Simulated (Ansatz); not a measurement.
**Run report: CH₇NOSi₂, nudged elastic band (part 1 of 2)**

System: CH₇NOSi₂, SMILES N[SiH2]C1O[SiH2]1.
Method: RKS B3LYP-D4/STO-3G (Ansatz 0.2.0).

It belongs to a series of runs on one base structure; here: band between the two ends. Figures and captions count atoms from 1; the log counts them from 0 in places.

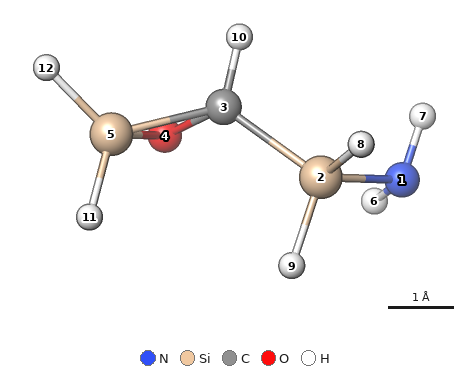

Figure 1. The starting structure (ball-and-stick view, seen at a tilt; atoms are numbered from 1 in the order of the input).

Input file
```yaml
crystal:
  periodic: [false, false, false]
  atoms:
    - { symbol: "N", position_ang: [-0.664657, -0.166838, 2.38217] }
    - { symbol: Si, position_ang: [-0.845429, -0.538766, 0.65195] }
    - { symbol: C, position_ang: [0.120711, 0.585409, -0.515993] }
    - { symbol: O, position_ang: [1.638451, 0.502645, -0.468272] }
    - { symbol: Si, position_ang: [0.994616, 0.038008, -2.015918] }
    - { symbol: H, position_ang: [0.354062, -0.205843, 2.644887] }
    - { symbol: H, position_ang: [-0.921794, 0.838699, 2.55947] }
    - { symbol: H, position_ang: [-2.250595, -0.417166, 0.33109] }
    - { symbol: H, position_ang: [-0.404515, -1.901371, 0.458304] }
    - { symbol: H, position_ang: [-0.231371, 1.635644, -0.504757] }
    - { symbol: H, position_ang: [1.057965, -1.36194, -2.366197] }
    - { symbol: H, position_ang: [1.229757, 0.93622, -3.122834] }
basis:
  gaussian: { orbitals: STO-3G }
hamiltonian:
  xc: b3lyp
  dispersion: d4
neb:
  order_check: false
  images: 9
  f_tol: 0.03
  max_iterations: 60
  final_atoms:
    - { symbol: "N", position_ang: [-0.69725764, 0.3233876, 2.26978923] }
    - { symbol: Si, position_ang: [-0.80237183, -0.40747173, 0.64985032] }
    - { symbol: C, position_ang: [0.22230089, 0.62023074, -0.54126244] }
    - { symbol: O, position_ang: [1.72352163, 0.37742801, -0.55679559] }
    - { symbol: Si, position_ang: [0.97057544, 7.974e-05, -2.07908446] }
    - { symbol: H, position_ang: [0.30140596, 0.31117654, 2.60071484] }
    - { symbol: H, position_ang: [-1.19753195, -0.28262544, 2.97021706] }
    - { symbol: H, position_ang: [-2.19882281, -0.39685593, 0.27067291] }
    - { symbol: H, position_ang: [-0.33953335, -1.78497657, 0.58119098] }
    - { symbol: H, position_ang: [-0.02196805, 1.69875378, -0.5004658] }
    - { symbol: H, position_ang: [0.87093064, -1.3950874, -2.44044531] }
    - { symbol: H, position_ang: [1.24595204, 0.88066166, -3.19048174] }
  initial_path:
    images:
      - { positions_ang: [[-0.664657, -0.166838, 2.38217], [-0.845429, -0.538766, 0.65195], [0.120711, 0.585409, -0.515993], [1.638451, 0.502645, -0.468272], [0.994616, 0.038008, -2.015918], [0.354062, -0.205843, 2.644887], [-0.921794, 0.838699, 2.55947], [-2.250595, -0.417166, 0.33109], [-0.404515, -1.901371, 0.458304], [-0.231371, 1.635644, -0.504757], [1.057965, -1.36194, -2.366197], [1.229757, 0.93622, -3.122834]] }
      - { positions_ang: [[-0.62731605, -0.14187347, 2.35401246], [-0.82836996, -0.51924725, 0.64262584], [0.12809256, 0.61460478, -0.50715096], [1.64347577, 0.51031762, -0.50388028], [0.9624167, 0.025623, -2.01780893], [0.34841609, -0.25275945, 2.63565686], [-0.98656984, 0.78981507, 2.57094278], [-2.23310233, -0.39530519, 0.32828416], [-0.38600596, -1.88577877, 0.47002865], [-0.22306273, 1.65648384, -0.50474325], [1.05629608, -1.38465595, -2.31198407], [1.22293068, 0.92747678, -3.12208324]] }
      - { positions_ang: [[-0.5899751, -0.11690894, 2.32585492], [-0.81131092, -0.49972851, 0.63330168], [0.13547411, 0.64380056, -0.49830893], [1.64850053, 0.51799025, -0.53948855], [0.9302174, 0.01323799, -2.01969986], [0.34277018, -0.2996759, 2.62642671], [-1.05134569, 0.74093115, 2.58241555], [-2.21560966, -0.37344438, 0.32547831], [-0.36749693, -1.87018655, 0.48175329], [-0.21475446, 1.67732369, -0.50472951], [1.05462717, -1.4073719, -2.25777115], [1.21610435, 0.91873355, -3.12133248]] }
      - { positions_ang: [[-0.55263416, -0.0919444, 2.29769739], [-0.79425187, -0.48020976, 0.62397752], [0.14285567, 0.67299633, -0.48946689], [1.6535253, 0.52566287, -0.57509683], [0.89801811, 0.00085299, -2.02159079], [0.33712428, -0.34659235, 2.61719657], [-1.11612153, 0.69204722, 2.59388833], [-2.19811699, -0.35158358, 0.32267247], [-0.34898789, -1.85459432, 0.49347794], [-0.20644619, 1.69816353, -0.50471576], [1.05295825, -1.43008785, -2.20355822], [1.20927803, 0.90999033, -3.12058172]] }
      - { positions_ang: [[-0.51529321, -0.06697987, 2.26953985], [-0.77719283, -0.46069102, 0.61465335], [0.15023723, 0.70219211, -0.48062485], [1.65855006, 0.5333355, -0.61070511], [0.86581881, -0.01153202, -2.02348172], [0.33147837, -0.3935088, 2.60796643], [-1.18089738, 0.64316329, 2.60536111], [-2.18062433, -0.32972277, 0.31986663], [-0.33047886, -1.83900209, 0.50520259], [-0.19813792, 1.71900337, -0.50470201], [1.05128934, -1.4528038, -2.1493453], [1.20245171, 0.9012471, -3.11983096]] }
      - { positions_ang: [[-0.47795226, -0.04201534, 2.24138231], [-0.76013379, -0.44117227, 0.60532919], [0.15761879, 0.73138789, -0.47178282], [1.66357483, 0.54100812, -0.64631339], [0.83361951, -0.02391702, -2.02537265], [0.32583246, -0.44042525, 2.59873629], [-1.24567322, 0.59427936, 2.61683388], [-2.16313166, -0.30786196, 0.31706078], [-0.31196982, -1.82340987, 0.51692724], [-0.18982965, 1.73984322, -0.50468827], [1.04962042, -1.47551975, -2.09513237], [1.19562539, 0.89250388, -3.1190802]] }
      - { positions_ang: [[-0.52181333, 0.03106525, 2.2470637], [-0.7685814, -0.43443216, 0.61423342], [0.17055521, 0.70915646, -0.48567874], [1.67556419, 0.5082921, -0.62840983], [0.8610107, -0.01911767, -2.03611501], [0.32094716, -0.2901049, 2.599132], [-1.23604497, 0.4188984, 2.68751052], [-2.17026989, -0.32566075, 0.30778321], [-0.31748253, -1.81572321, 0.52977998], [-0.15625733, 1.73162533, -0.50384377], [1.01388247, -1.45943328, -2.16419496], [1.20569072, 0.89013543, -3.13336051]] }
      - { positions_ang: [[-0.56567441, 0.10414583, 2.25274508], [-0.77702901, -0.42769205, 0.62313764], [0.18349163, 0.68692503, -0.49957467], [1.68755355, 0.47557608, -0.61050627], [0.88840188, -0.01431832, -2.04685738], [0.31606186, -0.13978454, 2.59952771], [-1.22641671, 0.24351744, 2.75818715], [-2.17740812, -0.34345955, 0.29850563], [-0.32299523, -1.80803655, 0.54263273], [-0.12268501, 1.72340744, -0.50299928], [0.97814451, -1.44334681, -2.23325755], [1.21575605, 0.88776699, -3.14764081]] }
      - { positions_ang: [[-0.60953549, 0.17722642, 2.25842646], [-0.78547662, -0.42095195, 0.63204187], [0.19642805, 0.6646936, -0.51347059], [1.69954291, 0.44286005, -0.59260271], [0.91579307, -0.00951896, -2.05759974], [0.31117656, 0.01053582, 2.59992342], [-1.21678846, 0.06813648, 2.82886379], [-2.18454635, -0.36125834, 0.28922806], [-0.32850794, -1.80034989, 0.55548548], [-0.08911269, 1.71518956, -0.50215479], [0.94240655, -1.42726034, -2.30232013], [1.22582138, 0.88539855, -3.16192112]] }
      - { positions_ang: [[-0.65339656, 0.25030701, 2.26410785], [-0.79392422, -0.41421184, 0.64094609], [0.20936447, 0.64246217, -0.52736652], [1.71153227, 0.41014403, -0.57469915], [0.94318426, -0.00471961, -2.0683421], [0.30629126, 0.16085618, 2.60031913], [-1.2071602, -0.10724448, 2.89954043], [-2.19168458, -0.37905714, 0.27995048], [-0.33402064, -1.79266323, 0.56833823], [-0.05554037, 1.70697167, -0.50131029], [0.9066686, -1.41117387, -2.37138272], [1.23588671, 0.8830301, -3.17620143]] }
      - { positions_ang: [[-0.69725764, 0.3233876, 2.26978923], [-0.80237183, -0.40747173, 0.64985032], [0.22230089, 0.62023074, -0.54126244], [1.72352163, 0.37742801, -0.55679559], [0.97057544, 7.974e-05, -2.07908446], [0.30140596, 0.31117654, 2.60071484], [-1.19753195, -0.28262544, 2.97021706], [-2.19882281, -0.39685593, 0.27067291], [-0.33953335, -1.78497657, 0.58119098], [-0.02196805, 1.69875378, -0.5004658], [0.87093064, -1.3950874, -2.44044531], [1.24595204, 0.88066166, -3.19048174]] }
```

Hardware: 1 thread of Arm Neoverse V1, 24 GiB of memory available, shared host.

Launched with:
```bash
ansatz run input.yaml --threads 1 --pin off --max-ram 2048MiB --backend cpu --events-out ev --progress --plain --runs-dir out
```

Log
```
Engine: ansatz 0.2.0, aarch64-unknown-linux-gnu
Functional definition: B3LYP
  parameter a0 = 0.2
  parameter ax = 0.72
  parameter ac = 0.81
  exchange = (1 - a0 - ax)*slater_x + ax*b88_x + a0*exact_x
  correlation = (1 - ac)*vwn_rpa_c + ac*lyp_c
555 factors; integrals over basis functions are off by at most 1.3e-5 eV
mean field evaluation 1: about -20195.1365 eV, gradient 3.3e1 eV
mean field evaluation 2: about -20189.8901 eV, gradient 5.5e1 eV
mean field evaluation 4: about -20199.0222 eV, gradient 2.7e0 eV
mean field evaluation 8: about -20198.9984 eV, gradient 2.1e-2 eV
mean field -20198.99840463 eV, -742.2994999971 hartree, gradient 1.7e-5 eV, S^2 0.000000; 0 other end points of the search recorded, 0 dependent functions left out
the calculation of the forces begins
reference -20198.99860557 eV, -742.2995073818 hartree; 28, 28 occupied and 12, 12 virtual orbitals, 555 factors
555 factors; integrals over basis functions are off by at most 1.8e-5 eV
mean field evaluation 16: about -20189.9477 eV, gradient 5.5e1 eV
mean field -20198.94058173 eV, -742.2973750451 hartree, gradient 1.9e-5 eV, S^2 0.000000; 0 other end points of the search recorded, 0 dependent functions left out
[... from here on the field's lines of each further geometry are left out, up to the last ...]
NEB iter   1: max|band force component| = 1.333e1 eV/Å  barrier→ = 1.7892 eV  barrier← = 1.7325 eV  Δτ_max = 0.1990 Å  (251 SCF iters)
NEB iter   2: max|band force component| = 2.362e0 eV/Å  barrier→ = 0.3365 eV  barrier← = 0.2798 eV  Δτ_max = 0.1994 Å  (236 SCF iters)
NEB iter   3: max|band force component| = 1.269e0 eV/Å  barrier→ = 0.1851 eV  barrier← = 0.1283 eV  Δτ_max = 0.1310 Å  (233 SCF iters)
NEB iter   4: max|band force component| = 5.541e-1 eV/Å  barrier→ = 0.1446 eV  barrier← = 0.0879 eV  Δτ_max = 0.0718 Å  (232 SCF iters)
NEB iter   5: max|band force component| = 3.638e-1 eV/Å  barrier→ = 0.1364 eV  barrier← = 0.0796 eV  CI = image 6  Δτ_max = 0.1035 Å  (238 SCF iters)
NEB iter   6: max|band force component| = 2.946e-1 eV/Å  barrier→ = 0.1395 eV  barrier← = 0.0827 eV  CI = image 6  Δτ_max = 0.0376 Å  (238 SCF iters)
NEB iter   7: max|band force component| = 1.314e-1 eV/Å  barrier→ = 0.1388 eV  barrier← = 0.0821 eV  CI = image 6  Δτ_max = 0.0503 Å  (232 SCF iters)
NEB iter   8: max|band force component| = 3.610e-2 eV/Å  barrier→ = 0.1377 eV  barrier← = 0.0810 eV  CI = image 6  Δτ_max = 0.0551 Å  (231 SCF iters)
NEB iter   9: max|band force component| = 5.903e-2 eV/Å  barrier→ = 0.1371 eV  barrier← = 0.0804 eV  CI = image 6  Δτ_max = 0.0276 Å  (233 SCF iters)
NEB iter  10: max|band force component| = 3.031e-2 eV/Å  barrier→ = 0.1368 eV  barrier← = 0.0801 eV  CI = image 6  Δτ_max = 0.0276 Å  (233 SCF iters)
NEB iter  11: max|band force component| = 3.549e-2 eV/Å  barrier→ = 0.1367 eV  barrier← = 0.0799 eV  CI = image 6  Δτ_max = 0.0138 Å  (235 SCF iters)
the calculation of the forces begins
reference -20198.93956749 eV, -742.2973377723 hartree; 28, 28 occupied and 12, 12 virtual orbitals, 555 factors
555 factors; integrals over basis functions are off by at most 2.3e-5 eV
mean field evaluation 960: about -20198.8873 eV, gradient 2.5e0 eV
mean field -20198.86226776 eV, -742.2944970595 hartree, gradient 2.2e-5 eV, S^2 0.000000; 1 other end points of the search recorded, 0 dependent functions left out
the calculation of the forces begins
reference -20198.86247944 eV, -742.2945048386 hartree; 28, 28 occupied and 12, 12 virtual orbitals, 555 factors
NEB iter  12: max|band force component| = 1.622e-2 eV/Å  barrier→ = 0.1367 eV  barrier← = 0.0799 eV  CI = image 6  Δτ_max = 0.0000 Å  (412 SCF iters)
```

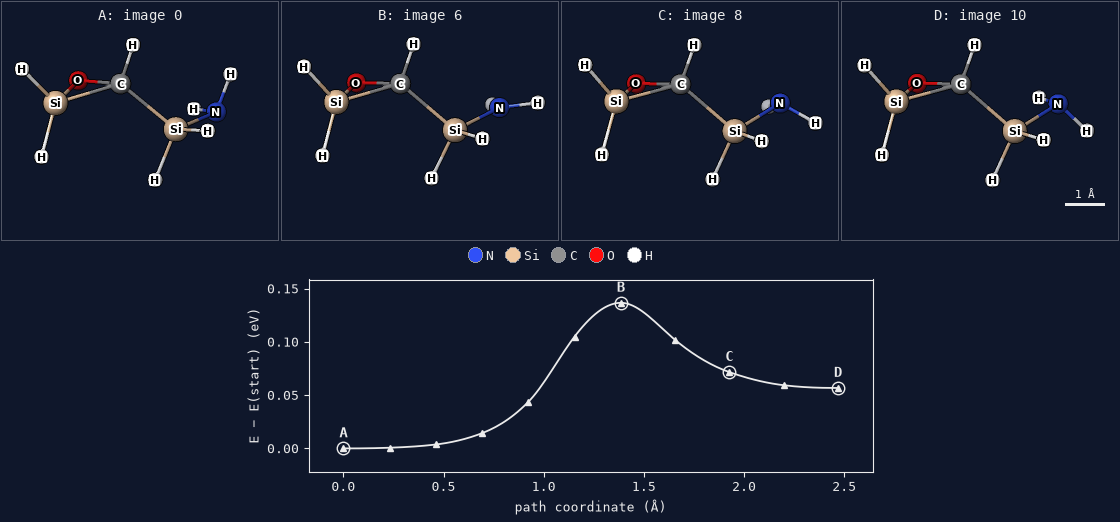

Figure 2. Images of the last band (counted from 0; ball-and-stick, seen at a tilt) above the energy along the path; the line is a cubic interpolation that uses the forces. The highest image is number 6, 0.137 eV above the start and 0.080 eV above the end (the climbing image); the end lies 0.057 eV above the start. The path is 2.47 Å long. The band converged in 12 iterations.
